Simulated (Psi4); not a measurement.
# CCSD/6-31G(d) (spherical functions) run of AlBH2OF2 (SMILES O[B](F)[AlH][F])

Aim: the energy change on altering one bond length of AlBH2OF2 at CCSD/6-31G* (spherical functions), from 2 runs. 

Program for the calculation: Psi4 1.11.

2 further runs of the same task are left out: 2 set aside as unsound or not needed.

## Step 1: Starting point

The species is AlBH2OF2 (7 atoms), meant as a singlet with charge 0. SMILES: `O[B](F)[AlH][F]`. The coordinates come from a PBE0-D4/def2-TZVP relaxation. This is one conformer, not always the lowest.

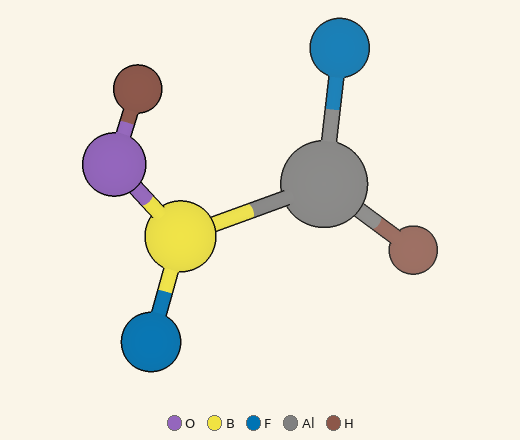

The structure, seen from a chosen angle (oxygen purple, boron yellow, fluorine blue, aluminium grey, hydrogen brown).

## Step 2: The energy at CCSD/6-31G(d) (spherical functions)

job.py reads:

```python
import psi4

psi4.set_memory('2200 MB')
psi4.set_num_threads(1)
psi4.set_output_file('psi4.out', False)

molecule = psi4.geometry("""
O
B 1 1.350512
F 2 1.330589 1 115.49284
Al 2 2.152635 3 122.09777 1 -179.99289
F 4 1.660507 2 111.03628 3 -179.84343
H 1 0.960501 2 113.4307 3 -179.99672
H 4 1.580058 5 116.76961 6 179.90713
units angstrom
symmetry c1
no_reorient
no_com
""")

psi4.set_options({
    'basis': '6-31G*',
    'puream': True,
    'e_convergence': 1e-09,
    'd_convergence': 1e-08,
    'scf_type': 'pk',
    'num_frozen_docc': 9,
})

result = psi4.energy('ccsd')
print(f'total energy {result:.8f} hartree = {result * 27.211386:.5f} eV')
```

Started as:

```bash
$ python job.py
```

psi4.out, shortened:

```text
[...]
  Running in c1 symmetry.
[...]
  Nuclear repulsion =  190.104527916309877
[...]
  Multiplicity = 1
[...]
  Nalpha       = 23
  Nbeta        = 23
[...]
    Number of basis functions: 78
[...]
   @RHF iter   1:  -541.54451163240117   -1.39083e+00   6.96574e-03 ADIIS/DIIS
[...]
   @RHF iter  12:  -541.65683386947387   -2.72848e-12   3.66001e-09 DIIS
[...]
    Orbital Energies [Eh]
    ---------------------
    Doubly Occupied:
       1A    -58.483546     2A    -26.288368     3A    -26.249697
       4A    -20.589864     5A     -7.673073     6A     -4.909766
       7A     -3.225150     8A     -3.222966     9A     -3.220688
      10A     -1.600289    11A     -1.530981    12A     -1.383300
      13A     -0.800259    14A     -0.726517    15A     -0.677504
      16A     -0.665144    17A     -0.652862    18A     -0.625542
      19A     -0.614160    20A     -0.607393    21A     -0.540953
      22A     -0.507370    23A     -0.401895
[...]
  @RHF Final Energy:  -541.65683386947387
   => Energetics <=
    Nuclear Repulsion Energy =            190.1045279163098769
    One-Electron Energy =               -1133.1281532876641904
    Two-Electron Energy =                 401.3667915018804706
    Total Energy =                       -541.6568338694738713
[...]
 Multipole Moments:
 ------------------------------------------------------------------------------------
     Multipole            Electronic (a.u.)      Nuclear  (a.u.)        Total (a.u.)
 ------------------------------------------------------------------------------------
 L = 1.  Multiply by 2.5417464519 to convert [e a0] to [Debye]
 Dipole X            :         -0.0033107            0.0053096            0.0019989
 Dipole Y            :         -0.6687664            1.0456465            0.3768800
 Dipole Z            :          0.4732304           -0.3623810            0.1108494
 Magnitude           :                                                    0.3928488
[...]
      * MP2 total energy                      = -542.298629709578677
[...]
      * CCSD total energy                     = -542.319299415047908
```

Standard output:

```text
total energy -542.31929942 hartree = -14757.25979 eV
```

Wall time 12 s (1 thread of Intel Xeon 6975P-C (Granite Rapids), shared host); peak memory 0.41 GiB.

## Step 3: The distorted shape

albf2h2o.py reads:

```python
import psi4

psi4.set_memory('2200 MB')
psi4.set_num_threads(1)
psi4.core.set_output_file('run.log', False)

molecule = psi4.geometry("""
0 1
O      1.00680828     0.25953310     5.65775687
B      1.10034973    -0.70252647     3.29578819
F      2.34567924    -2.87419974     3.06032831
Al    -0.64443440     1.14411390     0.11878063
F     -2.04509941     3.81146232     0.99618046
H      0.09558235     1.82573811     5.76358153
H     -0.94410717    -0.14777658    -5.08959937
units bohr
symmetry c1
no_reorient
no_com
""")

psi4.set_options({
    'basis': '6-31G*',
    'puream': True,
    'e_convergence': 1e-09,
    'd_convergence': 1e-08,
    'scf_type': 'pk',
    'num_frozen_docc': 9,
})

result = psi4.energy("ccsd", molecule=molecule)
print(f'ccsd energy: {result:.10f} Eh')
```

Started as:

```bash
$ python albf2h2o.py
```

run.log, shortened:

```text
[...]
  Running in c1 symmetry.
[...]
  Nuclear repulsion =  187.017464082916746
[...]
  Multiplicity = 1
[...]
  Nalpha       = 23
  Nbeta        = 23
[...]
    Number of basis functions: 78
[...]
   @RHF iter   1:  -541.40989174584558   -1.41091e+00   7.03121e-03 ADIIS/DIIS
[...]
   @RHF iter  12:  -541.53014102837483   -1.02318e-12   3.99807e-09 DIIS
[...]
    Orbital Energies [Eh]
    ---------------------
    Doubly Occupied:
       1A    -58.561913     2A    -26.311015     3A    -26.280025
       4A    -20.615925     5A     -7.710686     6A     -4.978547
       7A     -3.293642     8A     -3.291629     9A     -3.289568
      10A     -1.621843    11A     -1.559461    12A     -1.408319
      13A     -0.823335    14A     -0.748899    15A     -0.702600
      16A     -0.686341    17A     -0.676356    18A     -0.649773
      19A     -0.641641    20A     -0.631448    21A     -0.564690
      22A     -0.471850    23A     -0.319992
[...]
  @RHF Final Energy:  -541.53014102837483
   => Energetics <=
    Nuclear Repulsion Energy =            187.0174640829167458
    One-Electron Energy =               -1125.4162165332870700
    Two-Electron Energy =                 396.8686114219955812
    Total Energy =                       -541.5301410283748282
[...]
 Multipole Moments:
 ------------------------------------------------------------------------------------
     Multipole            Electronic (a.u.)      Nuclear  (a.u.)        Total (a.u.)
 ------------------------------------------------------------------------------------
 L = 1.  Multiply by 2.5417464519 to convert [e a0] to [Debye]
 Dipole X            :         -7.1081275            7.0352613           -0.0728661
 Dipole Y            :        -23.1077861           23.5504379            0.4426518
 Dipole Z            :        -99.5284843          100.4677052            0.9392208
 Magnitude           :                                                    1.0408583
[...]
      * MP2 total energy                      = -542.185865916427360
[...]
      * CCSD total energy                     = -542.222270519597714
```

Standard output:

```text
ccsd energy: -542.2222705196 Eh
```

Wall time 14 s (1 thread of Intel Xeon 6975P-C (Granite Rapids), shared host); peak memory 0.41 GiB.

## Step 4: Results

At CCSD/6-31G* (spherical functions), 9 core orbitals frozen:

| quantity | value |
| --- | --- |
| first shape: total energy | -542.31930 Eh |
| first shape: HOMO energy (Hartree–Fock orbitals) | -10.94 eV |
| first shape: LUMO energy (Hartree–Fock orbitals) | 0.83 eV |
| first shape: HOMO–LUMO gap (Hartree–Fock orbitals) | 11.77 eV |
| first shape: correlation energy (9 core orbitals frozen) | -662.5 mEh |
| first shape: T1 diagnostic | 0.016 |
| distorted shape: total energy | -542.22227 Eh |
| distorted shape: HOMO energy (Hartree–Fock orbitals) | -8.71 eV |
| distorted shape: LUMO energy (Hartree–Fock orbitals) | 0.25 eV |
| distorted shape: HOMO–LUMO gap (Hartree–Fock orbitals) | 8.96 eV |
| distorted shape: correlation energy (9 core orbitals frozen) | -692.1 mEh |
| distorted shape: T1 diagnostic | 0.024 |
| energy change with the Al4–H7 bond stretched from 1.580 to 2.844 Å | 2.640 eV |

In words: With the Al4–H7 bond stretched from 1.580 to 2.844 Å the energy rises by 2.64 eV (255 kJ/mol). The first shape isn't relaxed at this level, so the change isn't measured from a minimum. The T1 diagnostic (distorted shape) of 0.024 is above the customary mark for such species, so a single reference may not serve.
